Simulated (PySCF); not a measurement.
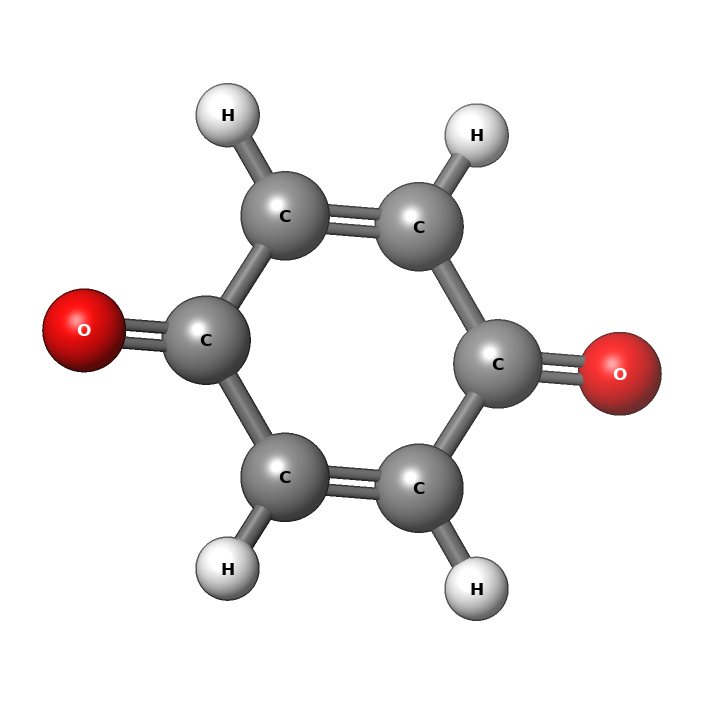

A ball-and-stick model of a molecule. Double and triple bonds are drawn as two and three sticks.

The geometry was computed by an optimisation with GFN2-xTB. No frequency run is at hand to confirm it as a minimum.

Question: Count the atoms of each element.

Answer: C₆H₄O₂, 12 atoms: 6 carbon, 4 hydrogen and 2 oxygen.

Question: Count the bonded pairs by element.

Answer: 6 C–C, 4 C–H, 2 C–O.

Question: How many atoms are distinct by symmetry?

Answer: 4: 2 O, 2 C, 4 C, 4 H.

The parts below concern this one geometry. Atoms keep their numbers from picture to picture.

**Shape**

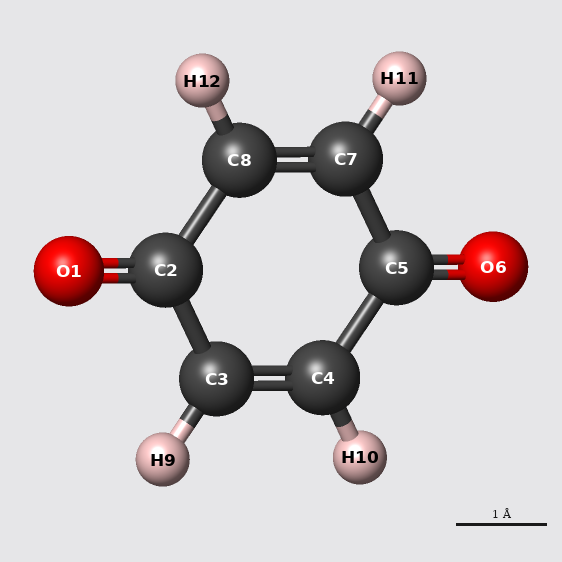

The atoms are numbered. No frequency run is at hand to confirm it as a minimum.

List the bonds and their lengths.

```json
{"bond": "O1–C2", "length (Å)": "1.214", "order": "double"}
{"bond": "C2–C3", "length (Å)": "1.477", "order": "single"}
{"bond": "C2–C8", "length (Å)": "1.477", "order": "single"}
{"bond": "C3–C4", "length (Å)": "1.335", "order": "double"}
{"bond": "C3–H9", "length (Å)": "1.081", "order": "single"}
{"bond": "C4–C5", "length (Å)": "1.477", "order": "single"}
{"bond": "C4–H10", "length (Å)": "1.081", "order": "single"}
{"bond": "C5–O6", "length (Å)": "1.214", "order": "double"}
{"bond": "C5–C7", "length (Å)": "1.476", "order": "single"}
{"bond": "C7–C8", "length (Å)": "1.335", "order": "double"}
{"bond": "C7–H11", "length (Å)": "1.081", "order": "single"}
{"bond": "C8–H12", "length (Å)": "1.081", "order": "single"}
```

**Ring current**

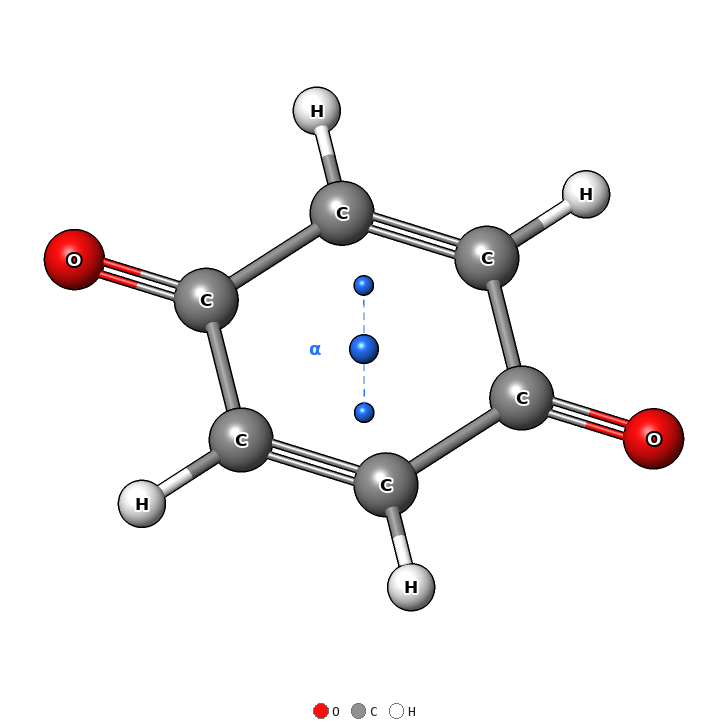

The small points mark where nucleus-independent chemical shifts (NICS) were computed: at the centre of each lettered ring and 1 Å above and below it. No frequency run is at hand to confirm it as a minimum. Properties computed with GIAO PBE0/pcSseg-1 NMR shielding, non-relativistic, gas phase (PySCF 2.14.0).

Give NICS(0), NICS(1) and the out-of-plane component NICS(1)zz for each ring (means of the two sides).

```tsv
ring	members	NICS(0)	NICS(1)	NICS(1)zz
α	C6	8.8	0.3	2.8
```

Values in ppm.

Question: What do the values say about the ring currents?

Answer: Ring α: weak, as in a non-aromatic ring. NICS is one index among several.

**Quadrupole coupling**

No frequency run is at hand to confirm it as a minimum. Electric field gradients from the ground-state density, PBE0/pcSseg-1 (PySCF 2.14.0), non-relativistic apart from any core potentials.

Give the largest field-gradient component, the quadrupole coupling constant and the asymmetry for 17O at O1 (Q = −25.6 mb), 2H at H9 (Q = 2.86 mb).

```tsv
atom	V_zz (a.u.)	e²qQ/h (MHz)	η
O1	−2.163	13.01	0.53
H9	0.320	0.215	0.04
```

**NMR shielding**

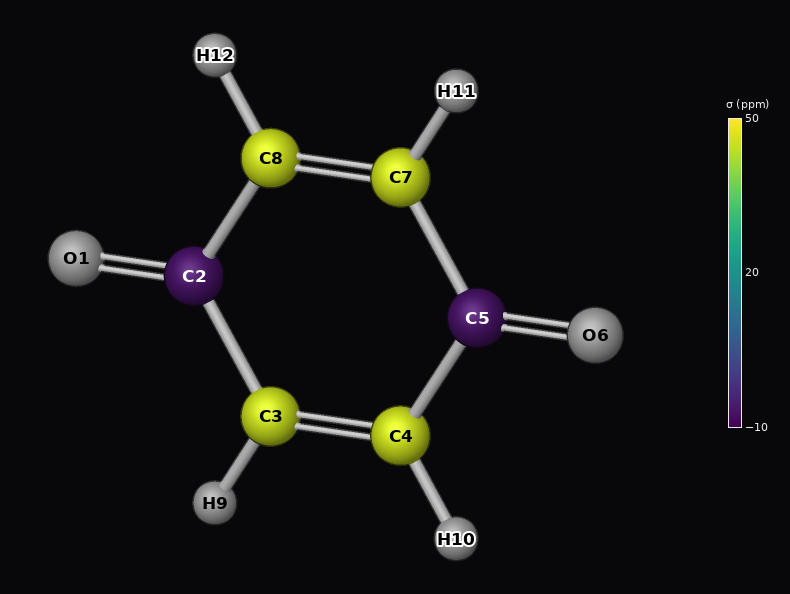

Atoms are coloured by their isotropic NMR shieldings (C only, the others grey). No frequency run is at hand to confirm it as a minimum. Level of theory: GIAO PBE0/pcSseg-1 NMR shielding, non-relativistic, gas phase (PySCF 2.14.0).

Give the isotropic NMR shieldings of the C atoms atom by atom.

```json
{"atom": "C2", "σ (ppm)": "−6.9"}
{"atom": "C3", "σ (ppm)": "45.3"}
{"atom": "C4", "σ (ppm)": "45.3"}
{"atom": "C5", "σ (ppm)": "−6.9"}
{"atom": "C7", "σ (ppm)": "45.3"}
{"atom": "C8", "σ (ppm)": "45.3"}
```

**Electronic properties**

No frequency run is at hand to confirm it as a minimum. Method: PBE0/def2-SVPD, gas phase (PySCF 2.14.0). Excitations: vertical, linear response.

Question: Estimate the HOMO–LUMO gap.

Answer: 4.23 eV.

Question: Give the lowest vertical singlet excitation at this level.

Answer: 2.51 eV.

Question: Estimate the mean static polarisability.

Answer: 75.3 bohr³.

Question: What is the brightest of the 8 lowest singlets?

Answer: 5.08 eV.
